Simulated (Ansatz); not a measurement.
**Geometry relaxation of Ge$_{2}$H$_{4}$O$_{2}$ (part 2 of 2)**

Continued. System: Ge$_{2}$H$_{4}$O$_{2}$. Method: RKS B3LYP-D4/def2-SVP (Ansatz 0.2.0). It belongs to a series of runs on one base structure; here: end point A relaxed.

Geometry of the input (Å):
```
O  0.1131  1.7740  -1.0515
Ge -0.4139  0.7351  0.2794
O  1.0026  -0.1285  0.8614
Ge 0.3948  -1.5209  0.0245
H  -0.7920  2.1330  -1.4552
H  -1.1665  1.3475  1.4948
H  1.1530  -1.8578  -1.2509
H  -0.1989  -2.5394  1.0416
```

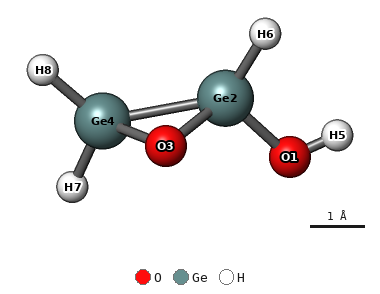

*The geometry at step 15 of the log (ball-and-stick view, seen at a tilt; atoms are numbered from 1 in the order of the input).*

### Trajectory as extended XYZ, continued
```
8
Properties=species:S:1:pos:R:3:forces:R:3 step=5 energy=-117180.91114
O     0.0233    1.9235   -0.9646    0.0828   0.0053  -0.0973
Ge   -0.3952    0.7005    0.2607    0.0344   0.0338   0.1538
O     1.1401   -0.0728    0.8777   -0.1252  -0.1466  -0.1115
Ge    0.3061   -1.5254    0.0476   -0.0388   0.1653   0.0304
H    -0.7386    2.2327   -1.4716   -0.0383   0.0417  -0.0143
H    -1.2391    1.3699    1.3698   -0.0177  -0.0670  -0.0025
H     1.0618   -2.0252   -1.1951    0.0618  -0.0150  -0.0111
H    -0.0661   -2.6602    1.0196    0.0411  -0.0177   0.0525
8
Properties=species:S:1:pos:R:3:forces:R:3 step=6 energy=-117180.91483
O     0.0336    1.8881   -1.0190   -0.1076  -0.0059   0.0530
Ge   -0.3875    0.7118    0.2581    0.1173  -0.0847  -0.0689
O     1.1284   -0.1047    0.8513   -0.0507   0.3454   0.0592
Ge    0.2646   -1.5283    0.0306    0.0294  -0.2095  -0.0215
H    -0.7413    2.3150   -1.4150    0.0817  -0.0215   0.0673
H    -1.2637    1.3533    1.3572    0.0338   0.0312  -0.0272
H     1.0843   -2.0430   -1.1690   -0.0450  -0.0191  -0.0514
H    -0.0262   -2.6491    1.0500   -0.0589  -0.0358  -0.0104
8
Properties=species:S:1:pos:R:3:forces:R:3 step=7 energy=-117180.92053
O     0.0322    1.9041   -1.0011   -0.0142  -0.0449   0.0100
Ge   -0.3911    0.7049    0.2514    0.0506  -0.0099  -0.0103
O     1.1300   -0.0871    0.8568   -0.0178   0.0719   0.0047
Ge    0.2826   -1.5319    0.0399    0.0004  -0.0491  -0.0080
H    -0.7422    2.3004   -1.4239    0.0032   0.0288   0.0177
H    -1.2558    1.3554    1.3532   -0.0079   0.0043  -0.0067
H     1.0748   -2.0459   -1.1790   -0.0090  -0.0039  -0.0013
H    -0.0383   -2.6571    1.0469   -0.0053   0.0029  -0.0062
8
Properties=species:S:1:pos:R:3:forces:R:3 step=8 energy=-117180.92281
O     0.0310    1.8866   -1.0201   -0.2152   0.1130  -0.1143
Ge   -0.3886    0.7005    0.2432   -0.0138  -0.0320  -0.0256
O     1.1295   -0.0836    0.8508    0.0440   0.0173   0.0227
Ge    0.2837   -1.5384    0.0414   -0.0154  -0.0253   0.0023
H    -0.7442    2.3420   -1.3903    0.2103  -0.0973   0.1212
H    -1.2634    1.3521    1.3357   -0.0114   0.0174  -0.0014
H     1.0768   -2.0587   -1.1746   -0.0033  -0.0024   0.0088
H    -0.0326   -2.6574    1.0580    0.0047   0.0092  -0.0139
8
Properties=species:S:1:pos:R:3:forces:R:3 step=9 energy=-117180.92630
O     0.0118    1.8637   -1.0515    0.2685  -0.2781   0.1211
Ge   -0.3981    0.6832    0.2232    0.0281   0.1244  -0.0478
O     1.1299   -0.0788    0.8383   -0.0085  -0.0291  -0.0079
Ge    0.2883   -1.5483    0.0463    0.0383  -0.0277   0.0159
H    -0.7301    2.4054   -1.3300   -0.2892   0.2186  -0.0748
H    -1.2688    1.3535    1.3084   -0.0279  -0.0042  -0.0011
H     1.0824   -2.0782   -1.1644   -0.0080  -0.0040   0.0020
H    -0.0231   -2.6574    1.0740   -0.0014   0.0000  -0.0073
8
Properties=species:S:1:pos:R:3:forces:R:3 step=10 energy=-117180.92103 accepted=F
O    -0.0060    1.8190   -1.0984   -0.7359   0.7120  -0.1966
Ge   -0.3939    0.6793    0.2137   -0.0337  -0.0472  -0.0406
O     1.1332   -0.0759    0.8302    0.0220  -0.0450   0.0193
Ge    0.2900   -1.5572    0.0496    0.0021   0.0357   0.0317
H    -0.7199    2.4820   -1.2627    0.7276  -0.6687   0.1912
H    -1.2872    1.3537    1.2788    0.0096   0.0154  -0.0028
H     1.0862   -2.0980   -1.1544    0.0057  -0.0017  -0.0043
H    -0.0103   -2.6599    1.0874    0.0027  -0.0004   0.0022
8
Properties=species:S:1:pos:R:3:forces:R:3 step=11 energy=-117180.93046
O     0.0023    1.8435   -1.0758    0.0219  -0.0577   0.0128
Ge   -0.3963    0.6809    0.2161    0.0006   0.0337  -0.0401
O     1.1310   -0.0779    0.8348    0.0162  -0.0184   0.0070
Ge    0.2915   -1.5528    0.0490    0.0031  -0.0025   0.0105
H    -0.7254    2.4405   -1.2930   -0.0355   0.0447   0.0121
H    -1.2765    1.3544    1.2922   -0.0106   0.0048  -0.0029
H     1.0845   -2.0876   -1.1603   -0.0004  -0.0041   0.0056
H    -0.0188   -2.6582    1.0811    0.0047  -0.0005  -0.0050
8
Properties=species:S:1:pos:R:3:forces:R:3 step=12 energy=-117180.93425
O    -0.0281    1.8197   -1.1126   -0.0340   0.0295  -0.0434
Ge   -0.4036    0.6694    0.1936    0.0076  -0.0093   0.0191
O     1.1323   -0.0749    0.8190   -0.0104   0.0080   0.0107
Ge    0.2979   -1.5619    0.0551    0.0034   0.0003  -0.0044
H    -0.6995    2.5076   -1.2236    0.0310  -0.0219   0.0243
H    -1.2887    1.3516    1.2622    0.0060  -0.0058  -0.0064
H     1.0881   -2.1114   -1.1494   -0.0012  -0.0013   0.0033
H    -0.0062   -2.6572    1.0999   -0.0025   0.0005  -0.0032
8
Properties=species:S:1:pos:R:3:forces:R:3 step=13 energy=-117180.89461 accepted=F
O    -0.0847    1.7654   -1.1797   -1.1060   1.6156   0.0799
Ge   -0.4175    0.6521    0.1698    0.0133  -0.0756   0.0184
O     1.1322   -0.0669    0.8028   -0.0143  -0.0101   0.0372
Ge    0.3108   -1.5715    0.0622   -0.0099   0.0305  -0.0017
H    -0.6508    2.6000   -1.1211    1.0838  -1.5516  -0.1311
H    -1.3015    1.3545    1.2279    0.0319  -0.0166  -0.0072
H     1.0999   -2.1358   -1.1363   -0.0039   0.0038   0.0068
H     0.0038   -2.6549    1.1186    0.0052   0.0041  -0.0023
8
Properties=species:S:1:pos:R:3:forces:R:3 step=14 energy=-117180.93598
O    -0.0723    1.7898   -1.1617   -0.0665   0.0186   0.0782
Ge   -0.3998    0.6659    0.1862   -0.0316  -0.0234  -0.0791
O     1.1332   -0.0755    0.8279    0.0240   0.0527  -0.0080
Ge    0.3057   -1.5635    0.0585   -0.0393   0.0007  -0.0081
H    -0.6762    2.5473   -1.1743    0.0772  -0.0661   0.0150
H    -1.2856    1.3541    1.2496    0.0186   0.0116  -0.0062
H     1.0999   -2.1167   -1.1416    0.0083   0.0015   0.0090
H    -0.0126   -2.6584    1.0994    0.0092   0.0045  -0.0007
8
Properties=species:S:1:pos:R:3:forces:R:3 step=15 energy=-117180.93705
O    -0.1072    1.7715   -1.1798   -0.0806   0.0995  -0.0255
Ge   -0.4168    0.6479    0.1663   -0.0060   0.0412   0.0051
O     1.1301   -0.0666    0.8109    0.0135  -0.0229  -0.0001
Ge    0.3157   -1.5672    0.0566   -0.0109   0.0248   0.0336
H    -0.6480    2.5724   -1.1095    0.0921  -0.0571  -0.0410
H    -1.2814    1.3675    1.2239   -0.0287  -0.0338   0.0386
H     1.1128   -2.1362   -1.1288    0.0279  -0.0072  -0.0541
H    -0.0129   -2.6463    1.1045   -0.0074  -0.0445   0.0435
8
Properties=species:S:1:pos:R:3:forces:R:3 step=16 energy=-117180.93892
O    -0.1265    1.7573   -1.2005   -0.1970   0.2606   0.0668
Ge   -0.4237    0.6479    0.1627   -0.0076  -0.0072  -0.0207
O     1.1272   -0.0612    0.8053    0.0095  -0.0180   0.0154
Ge    0.3128   -1.5680    0.0624    0.0102   0.0238   0.0029
H    -0.6111    2.5949   -1.0973    0.1815  -0.2405  -0.0647
H    -1.2941    1.3520    1.2275    0.0001  -0.0013   0.0028
H     1.1075   -2.1293   -1.1316    0.0043  -0.0080  -0.0144
H     0.0002   -2.6505    1.1157   -0.0010  -0.0094   0.0118
8
Properties=species:S:1:pos:R:3:forces:R:3 step=17 energy=-117180.93783 accepted=F
O    -0.2615    1.7200   -1.2335    0.0635   0.0719  -0.1602
Ge   -0.4641    0.6292    0.1575   -0.1496   0.0979   0.0764
O     1.1076   -0.0552    0.8017    0.0925   0.1146   0.0373
Ge    0.3304   -1.5714    0.0717   -0.0700   0.0326  -0.0526
H    -0.4554    2.6591   -1.0871    0.0199  -0.2328   0.1336
H    -1.3099    1.3429    1.2423    0.0485  -0.0669  -0.0238
H     1.1135   -2.1242   -1.1328    0.0111  -0.0093  -0.0232
H     0.0315   -2.6574    1.1243   -0.0159  -0.0081   0.0125
8
Properties=species:S:1:pos:R:3:forces:R:3 step=18 energy=-117180.94329
O    -0.1889    1.7304   -1.2263   -0.0228   0.0545  -0.0225
Ge   -0.4453    0.6402    0.1572    0.0195  -0.0698   0.0529
O     1.1210   -0.0524    0.8046   -0.0508   0.0041  -0.0277
Ge    0.3217   -1.5663    0.0665    0.0100   0.0517   0.0111
H    -0.5343    2.6218   -1.0752    0.0347  -0.0403  -0.0020
H    -1.3041    1.3466    1.2309    0.0116  -0.0054  -0.0090
H     1.1082   -2.1269   -1.1343    0.0009   0.0017  -0.0024
H     0.0139   -2.6503    1.1207   -0.0031   0.0034  -0.0004
8
Properties=species:S:1:pos:R:3:forces:R:3 step=19 energy=-117180.94597
O    -0.2472    1.7057   -1.2460   -0.0134   0.0289  -0.0411
Ge   -0.4699    0.6293    0.1542   -0.0642  -0.0109  -0.0239
O     1.1082   -0.0347    0.7948    0.0972  -0.0468   0.0429
Ge    0.3318   -1.5606    0.0696   -0.0285   0.0028  -0.0151
H    -0.4534    2.6309   -1.0535    0.0162  -0.0136   0.0070
H    -1.3094    1.3361    1.2374   -0.0282   0.0233   0.0230
H     1.1091   -2.1204   -1.1369    0.0087   0.0081   0.0030
H     0.0230   -2.6433    1.1245    0.0123   0.0083   0.0042
8
Properties=species:S:1:pos:R:3:forces:R:3 step=20 energy=-117180.94052 accepted=F
O    -0.2955    1.6811   -1.2636   -0.0790  -0.1177   0.0506
Ge   -0.5203    0.6155    0.1521    0.3293   0.0983   0.0642
O     1.0942   -0.0293    0.7856   -0.3627  -0.0164  -0.1374
Ge    0.3143   -1.5578    0.0635    0.2640   0.0328   0.1310
H    -0.3499    2.6164   -1.0267    0.0082   0.0689  -0.0125
H    -1.3301    1.3539    1.2425   -0.0168  -0.0518  -0.0255
H     1.1053   -2.0956   -1.1448   -0.0657  -0.0096  -0.0346
H     0.0743   -2.6413    1.1355   -0.0773  -0.0045  -0.0357
8
Properties=species:S:1:pos:R:3:forces:R:3 step=21 energy=-117180.94789
O    -0.2839    1.6882   -1.2586   -0.0157   0.0316   0.0076
Ge   -0.4860    0.6257    0.1575   -0.0224  -0.0348  -0.0299
O     1.1027   -0.0300    0.7961    0.0470  -0.0079   0.0197
Ge    0.3343   -1.5569    0.0700   -0.0224   0.0061  -0.0020
H    -0.4004    2.6251   -1.0459    0.0177  -0.0167  -0.0110
H    -1.3169    1.3396    1.2436   -0.0143   0.0133   0.0143
H     1.1090   -2.1068   -1.1430    0.0008   0.0027   0.0059
H     0.0334   -2.6420    1.1245    0.0094   0.0057  -0.0045
8
Properties=species:S:1:pos:R:3:forces:R:3 step=22 energy=-117180.94877
O    -0.3260    1.6781   -1.2669   -0.0062   0.1759   0.0570
Ge   -0.5049    0.6186    0.1564   -0.0212   0.0284  -0.0215
O     1.0960   -0.0211    0.7903    0.0241  -0.0072   0.0107
Ge    0.3367   -1.5537    0.0718    0.0030  -0.0050  -0.0052
H    -0.3391    2.6220   -1.0374    0.0114  -0.1892  -0.0497
H    -1.3251    1.3376    1.2486   -0.0092  -0.0067   0.0079
H     1.1078   -2.0982   -1.1453   -0.0035   0.0004  -0.0023
H     0.0468   -2.6404    1.1266    0.0015   0.0034   0.0031
8
Properties=species:S:1:pos:R:3:forces:R:3 step=23 energy=-117180.94916
O    -0.3382    1.6741   -1.2695   -0.0057   0.0446   0.0366
Ge   -0.5078    0.6231    0.1603   -0.0178  -0.0620  -0.0189
O     1.0966   -0.0161    0.7886    0.0179   0.0230   0.0144
Ge    0.3359   -1.5482    0.0710   -0.0119  -0.0125  -0.0132
H    -0.3123    2.6156   -1.0450    0.0065  -0.0254  -0.0142
H    -1.3357    1.3221    1.2594    0.0063   0.0280  -0.0082
H     1.1038   -2.0931   -1.1479    0.0000   0.0022  -0.0001
H     0.0498   -2.6345    1.1272    0.0047   0.0022   0.0036
8
Properties=species:S:1:pos:R:3:forces:R:3 step=24 energy=-117180.94961
O    -0.3479    1.6710   -1.2673   -0.0026   0.0012  -0.0196
Ge   -0.5203    0.6164    0.1590    0.0040   0.0145   0.0198
O     1.0883   -0.0131    0.7912   -0.0060  -0.0225  -0.0170
Ge    0.3367   -1.5498    0.0731    0.0176   0.0198   0.0087
H    -0.2904    2.6104   -1.0423    0.0024  -0.0075   0.0073
H    -1.3371    1.3331    1.2554   -0.0090  -0.0062   0.0015
H     1.0985   -2.0851   -1.1537    0.0016  -0.0017  -0.0009
H     0.0644   -2.6398    1.1287   -0.0080   0.0023   0.0001
8
Properties=species:S:1:pos:R:3:forces:R:3 step=25 energy=-117180.94980
O    -0.3591    1.6689   -1.2689   -0.0006   0.0093  -0.0028
Ge   -0.5235    0.6165    0.1604   -0.0008  -0.0030   0.0079
O     1.0890   -0.0100    0.7877   -0.0029  -0.0040  -0.0042
Ge    0.3385   -1.5473    0.0725    0.0040   0.0067  -0.0004
H    -0.2748    2.6059   -1.0419    0.0016  -0.0062  -0.0001
H    -1.3407    1.3286    1.2597   -0.0009  -0.0008  -0.0024
H     1.1000   -2.0837   -1.1539    0.0004  -0.0016  -0.0011
H     0.0627   -2.6359    1.1284   -0.0010  -0.0004   0.0031
```

### Key numbers

| quantity | value |
| --- | --- |
| outcome | converged |
| total energy | −117180.9501 eV |
| mean-field energy | −117180.6764 eV |
| largest force (length of the vector) at the end | 0.010 eV/Å |
| hardware | 2 threads of Intel Xeon (Granite Rapids), 16 GiB of memory available, shared host |
| wall time | 45 s (CPU time 85 s) |
| peak memory | 0.31 GiB |
